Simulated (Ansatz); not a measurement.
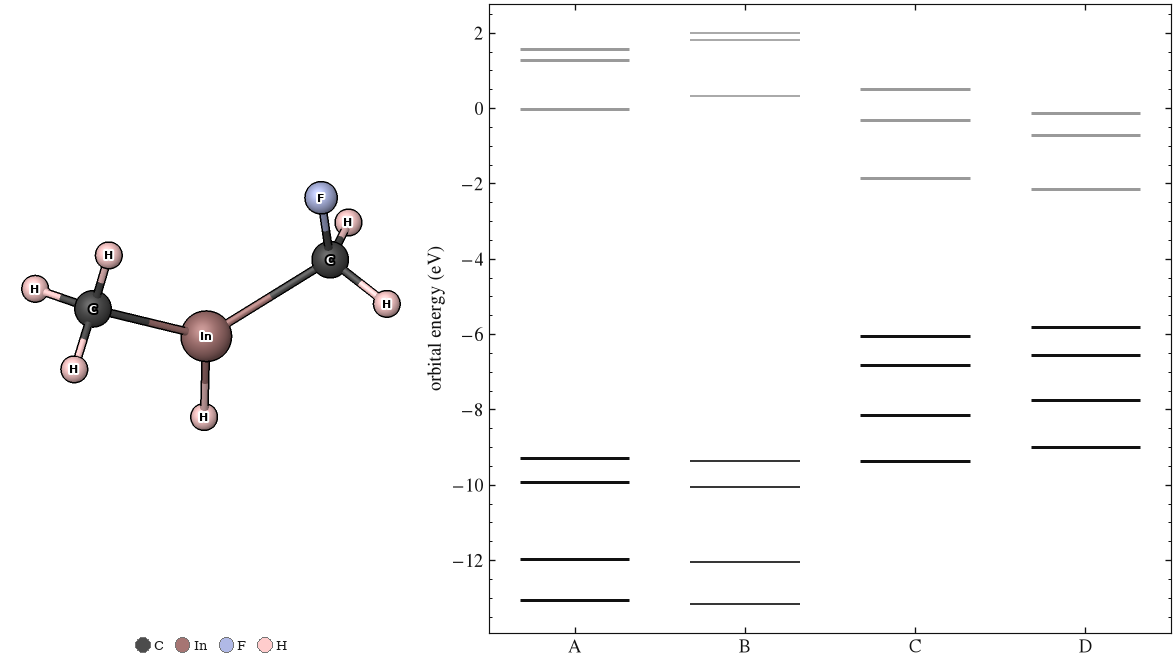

Frontier orbital energies of C₂H₆FIn, SMILES [CH3][InH][CH2]F, singlet at one geometry, def2-TZVPP, the Ansatz code 0.2.0, at a PBE0-D4/def2-TZVP geometry (no frequency check). Empty levels are grey, levels within 0.1 eV stand side by side; all columns show the same few orbitals around the gap.

Question: The columns come from PBE, r2SCAN, ωB97M-V and ωB97X-V. Which is which?

Answer: A: ωB97M-V (HOMO −9.28, LUMO −0.02, separation 9.26 eV)
B: ωB97X-V (HOMO −9.38, LUMO 0.31, separation 9.69 eV)
C: r2SCAN (HOMO −6.05, LUMO −1.87, separation 4.19 eV)
D: PBE (HOMO −5.81, LUMO −2.15, separation 3.66 eV)

Caveats, for all or some of the runs: core potentials past krypton; empty levels above zero depend strongly on the basis; one conformer of a flexible molecule; spin-orbit coupling is left out, and with In it can shift these levels and split any degenerate set.
